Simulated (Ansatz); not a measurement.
# BH2ClO (SMILES OBCl) at 6 levels

We compute a comparison of 6 runs (CAM-B3LYP/STO-3G, PBE/STO-3G, wB97M-V/STO-3G, BCCD(T)/STO-3G, CCSD(T)/STO-3G, FCI/STO-3G) of BH2ClO. 

The results are computed with Ansatz 0.2.0.

65 further runs of the same task are left out: 4 that didn't finish, 61 set aside as unsound or not needed.

### 1 The molecule

The species is BH2ClO (5 atoms), meant as a singlet with charge 0. SMILES: `OBCl`. The Cl3–B2 distance was set to 3.532 Å, away from the relaxed value. At this shape a bond of the SMILES string is far longer than usual.

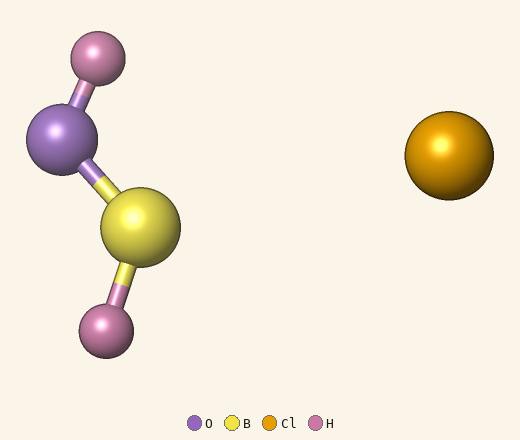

Viewed from a chosen angle; oxygen purple, boron yellow, chlorine amber, hydrogen pink.

### 2 The energy at CAM-B3LYP/STO-3G (run 1)

Contents of molecule.yaml:

```yaml
crystal:
  periodic: [false, false, false]
  atoms:
    - {symbol: O, position_ang: [-1.272906, -2.251824, 0.530308]}
    - {symbol: B, position_ang: [-0.030606, -1.770424, 0.671108]}
    - {symbol: Cl, position_ang: [0.788600, 1.496000, -0.395300]}
    - {symbol: H, position_ang: [-1.887306, -1.632024, 0.123508]}
    - {symbol: H, position_ang: [0.813694, -2.448324, 1.161808]}
basis:
  gaussian:
    orbitals: STO-3G
hamiltonian:
  xc: {name: CAM-B3LYP}
accuracy: high
```

Launch:

```console
$ ansatz run molecule.yaml --threads 1 --pin off --max-ram 2610MiB --events-out events.jsonl --progress --plain --runs-dir runs
```

The log of the run:

```text
Warning: RAYON_NUM_THREADS=1 ignored (pool sized by the plan → 1); use --threads N
Functional definition: CAM-B3LYP
  name "CAM-B3LYP"
  parameter alpha = 0.19
  parameter beta = 0.46
  parameter omega = 0.33/bohr
  parameter ac = 0.81
  exchange = (1 - alpha - beta)*b88_x + beta*b88_x_sr(omega) + alpha*exact_x + beta*exact_x_lr(omega)
  correlation = (1 - ac)*vwn5_c + ac*lyp_c
337 factors; integrals over basis functions are off by at most 3.1e-8 eV
168 factors; integrals over basis functions are off by at most 1.5e-9 eV
mean field evaluation 1: about -15095.8838 eV, gradient 1.6e1 eV
mean field evaluation 2: about -14985.8723 eV, gradient 4.5e1 eV
mean field evaluation 4: about -15097.0022 eV, gradient 8.8e0 eV
mean field evaluation 8: about -15097.2232 eV, gradient 8.7e0 eV
mean field evaluation 16: about -15099.4016 eV, gradient 5.9e-7 eV
mean field -15099.40159067 eV, -554.8927737151 hartree, gradient 1.2e-8 eV, S^2 0.000000; 0 other end points of the search recorded, 0 dependent functions left out
reference -15099.40160529 eV, -554.8927742524 hartree; 16, 16 occupied and 5, 5 virtual orbitals, 337 factors
Total energy: -15099.40160529 eV, -554.8927742524 hartree
```

It took 1.5 s on 1 thread of Arm Neoverse V1, shared host; peak memory 0.096 GiB.

### 3 The energy at PBE/STO-3G (run 2)

Contents of run.yaml:

```yaml
crystal:
  periodic: [false, false, false]
  atoms:
    - {symbol: O, position_ang: [-1.272906, -2.251824, 0.530308]}
    - {symbol: B, position_ang: [-0.030606, -1.770424, 0.671108]}
    - {symbol: Cl, position_ang: [0.788600, 1.496000, -0.395300]}
    - {symbol: H, position_ang: [-1.887306, -1.632024, 0.123508]}
    - {symbol: H, position_ang: [0.813694, -2.448324, 1.161808]}
basis:
  gaussian:
    orbitals: STO-3G
accuracy: high
magnetization:
  spin_polarized: false
hamiltonian:
  xc: pbe
```

Launch:

```console
$ ansatz run run.yaml --threads 1 --pin off --max-ram 2610MiB --events-out events.jsonl --progress --plain --runs-dir runs
```

The log of the run:

```text
Warning: RAYON_NUM_THREADS=1 ignored (pool sized by the plan → 1); use --threads N
Functional definition: PBE
  name "PBE"
  parameter kappa = 0.804
  parameter beta = 0.06672455060314922
  exchange = pbe_x(kappa = kappa, mu = beta*pi^2/3)
  correlation = pbe_c(beta = beta)
337 factors; integrals over basis functions are off by at most 3.1e-8 eV
mean field evaluation 1: about -15089.2821 eV, gradient 1.2e1 eV
mean field evaluation 2: about -14815.3178 eV, gradient 6.0e1 eV
mean field evaluation 4: about -15092.5651 eV, gradient 1.2e1 eV
mean field evaluation 8: about -15092.7590 eV, gradient 7.6e0 eV
mean field evaluation 16: about -15093.2705 eV, gradient 1.4e-4 eV
mean field -15093.27051887 eV, -554.6674609824 hartree, gradient 8.5e-9 eV, S^2 0.000000; 0 other end points of the search recorded, 0 dependent functions left out
reference -15093.27052087 eV, -554.6674610557 hartree; 16, 16 occupied and 5, 5 virtual orbitals, 337 factors
Total energy: -15093.27052087 eV, -554.6674610557 hartree
```

Run time: 1.3 s. Hardware: 1 thread of Arm Neoverse V1, shared host; peak memory 0.095 GiB.

Run 3 isn't shown in full; the table further down has it.

### 4 The energy at BCCD(T)/STO-3G (run 4)

molecule.yaml, as its differences from that of step 2:

```diff
@@ -11,4 +11,7 @@
     orbitals: STO-3G
-hamiltonian:
-  xc: {name: CAM-B3LYP}
 accuracy: high
+scf:
+  omitted_lower_state_checks: [cluster_reference, increment]
+correlation:
+  method: bccd_t
+  frozen_orbitals: {B: 1, Cl: 5, H: 0, O: 1}
```

Launch:

```console
$ ansatz run molecule.yaml --threads 1 --pin off --max-ram 2610MiB --events-out events.jsonl --progress --plain --runs-dir runs
```

The log of the run:

```text
Warning: RAYON_NUM_THREADS=1 ignored (pool sized by the plan → 1); use --threads N
[... 11 lines left out ...]
7 core orbitals not correlated: weight in the atoms' cores, before any rotation towards them, 1.000 or more for the frozen orbitals, at most 0.000 for the correlated occupied ones
[... 42 lines left out ...]
WARN: these amplitudes may be one of several solutions (largest doubles amplitude 0.64, level shift 4.25 eV)
Total energy: -15074.28890301 eV, -553.9698994656 hartree
Checks for a lower state left out: cluster_reference, increment
```

Run time: 0.24 s. Hardware: 1 thread of Arm Neoverse V1, shared host.

Run 5 isn't shown in full; the table further down has it.

### 5 The energy at FCI/STO-3G (run 6)

Contents of molecule.yaml:

```yaml
crystal:
  periodic: [false, false, false]
  atoms:
    - symbol: O
      position_ang: [-1.272906, -2.251824, 0.530308]
    - symbol: B
      position_ang: [-0.030606, -1.770424, 0.671108]
    - symbol: Cl
      position_ang: [0.788600, 1.496000, -0.395300]
    - symbol: H
      position_ang: [-1.887306, -1.632024, 0.123508]
    - symbol: H
      position_ang: [0.813694, -2.448324, 1.161808]
basis:
  gaussian:
    orbitals: STO-3G
magnetization:
  spin_polarized: false
  initial_magnetization: 0
correlation:
  method: fci
  frozen_orbitals: {B: 1, Cl: 5, H: 0, O: 1}
accuracy: high
```

Launch:

```console
$ ansatz run molecule.yaml --threads 1 --pin off --max-ram 2610MiB --events-out events.jsonl --progress --plain --runs-dir runs
```

The log of the run:

```text
Warning: RAYON_NUM_THREADS=1 ignored (pool sized by the plan → 1); use --threads N
Functional definition: HF
  name "HF"
  exchange = exact_x
  correlation = 0
337 factors; integrals over basis functions are off by at most 3.1e-8 eV
mean field evaluation 1: about -15066.5000 eV, gradient 1.9e1 eV
mean field evaluation 2: about -15066.5254 eV, gradient 1.9e1 eV
mean field evaluation 4: about -15069.0105 eV, gradient 2.3e0 eV
mean field evaluation 8: about -15069.0634 eV, gradient 4.1e-2 eV
mean field -15069.06344008 eV, -553.7778672450 hartree, gradient 1.5e-8 eV, S^2 0.000000; 0 other end points of the search recorded, 0 dependent functions left out; unrestricted orbitals would lower it
mean field evaluation 16: about -15069.7583 eV, gradient 7.6e0 eV
unrestricted determinant -15071.58118379 eV, -553.8703926197 hartree, S^2 0.9830
7 core orbitals not correlated: weight in the atoms' cores, before any rotation towards them, 1.000 or more for the frozen orbitals, at most 0.000 for the correlated occupied ones
reference -15069.06344008 eV, -553.7778672450 hartree; 9, 9 occupied and 5, 5 virtual orbitals, 337 factors
state -15074.28011215 eV, -553.9695764075 hartree
Total energy: -15074.28011215 eV, -553.9695764075 hartree
```

Wall time 35 s (1 thread of Arm Neoverse V1, shared host); peak memory 0.36 GiB.

### 6 Overview of the runs

```tsv
run	level	frozen core orbitals	energy (Eh)	wall time
1	CAM-B3LYP/STO-3G	–	-554.892774	1.5 s
2	PBE/STO-3G	–	-554.667461	1.3 s
3	wB97M-V/STO-3G	–	-554.996026	23 s
4	BCCD(T)/STO-3G	7	-553.969899	0.24 s
5	CCSD(T)/STO-3G	7	-553.979320	0.2 s
6	FCI/STO-3G	7	-553.969576	35 s
```

### 7 Outcome

```
                                          quantity          value
                               run 6: total energy  -553.96958 Eh
run 6: correlation energy (7 core orbitals frozen)     -191.7 mEh
```

**Reading.** Against full CI in this basis: BCCD(T) -0.3 mEh; CCSD(T) -9.7 mEh. Totals of different functionals can't be ranked against each other. In run 5 the T1 diagnostic is large, so a single reference may not serve. In runs 4, 5 the log says that unrestricted orbitals would lower the reference, so the values rest on an unstable closed-shell determinant (other closed-shell runs at this shape may share the fault). In runs 1, 2, 3, 4, 5, 6 the basis is minimal, so the values are rough. All runs together took 61 s, the longest 35 s.
